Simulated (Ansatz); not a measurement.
## Fields on a plane of GaSb (zinc blende)

```xyz
2
Lattice="0.0000 3.1068 3.1068 3.1068 0.0000 3.1068 3.1068 3.1068 0.0000" Properties=species:S:1:pos:R:3 pbc="T T T"
Sb     4.6601     4.6601     4.6601
Ga     0.0000     0.0000     0.0000
```

The slice is a {111} plane (indices of the conventional cell) through the point (0.000, 0.000, 0.000) (fractional), spanned by u = [100] and v = [-1 2 0] in vectors of this cell: u (4.39 Å) and v (7.61 Å, at 90° to u). It covers one period; positions are fractions (u, v).

Atoms on it: Ga at (0.00, 0.00); Ga at (0.50, 0.50). Other atoms lie within 1 Å of the plane.

All values below come from PBE (plane waves to 420 eV, PAW, scalar-relativistic; Ansatz, a first-principles code). k mesh 13×13×13. Near the nuclei the fields are pseudised (PAW); where an atom keeps semicore shells as valence, they peak there. At this level the bands of GaSb touch or barely overlap; measurements give the solid a gap. GaSb was relaxed with its symmetry unable to fall. Spin-orbit coupling is left out, though Sb is heavy.

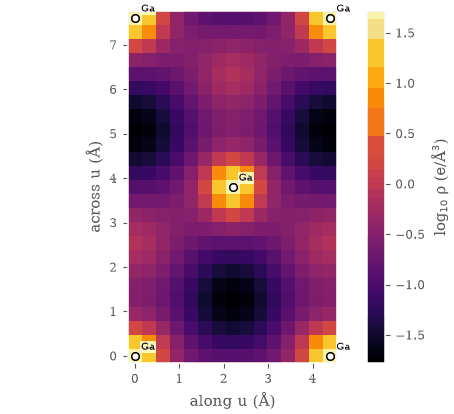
Log₁₀ of the valence density in e/Å³, one period of the plane, atoms marked. The scale is logarithmic, as a density can span decades between atoms and voids.

| v \ u | 0.00 | 0.14 | 0.29 | 0.43 | 0.57 | 0.71 | 0.86 |
|---|---|---|---|---|---|---|---|
| 0.92 | x | x | 0.8 | <-3.0 | <-3.0 | 0.8 | x |
| 0.83 | 1.6 | 2.9 | -0.2 | x | x | -0.2 | 2.9 |
| 0.75 | 5.5 | 5.2 | 2.3 | <-3.0 | <-3.0 | 2.3 | 5.2 |
| 0.67 | 6.0 | 5.6 | 3.9 | 1.0 | 1.0 | 3.9 | 5.6 |
| 0.58 | 5.6 | 4.9 | -0.8 | x | x | -0.8 | 4.9 |
| 0.50 | 3.5 | 3.4 | x | x | x | x | 3.4 |
| 0.42 | <-3.0 | -1.1 | -1.3 | x | x | -1.3 | -1.1 |
| 0.33 | x | <-3.0 | 2.6 | 2.1 | 2.1 | 2.6 | <-3.0 |
| 0.25 | <-3.0 | -1.0 | 4.3 | 5.5 | 5.5 | 4.3 | -1.0 |
| 0.17 | 0.4 | 2.5 | 5.0 | 5.9 | 5.9 | 5.0 | 2.5 |
| 0.08 | x | x | 3.2 | 5.5 | 5.5 | 3.2 | x |
| 0.00 | x | x | 1.2 | 3.6 | 3.6 | 1.2 | x |

Values: electrostatic potential energy of an electron, from the cell's mean, in eV. Points within 1 Å of a nucleus are blanked (x), as the pseudised field means little there. Values under -3 eV are set to -3. The zero, the cell's mean, hangs on the PAW cores.
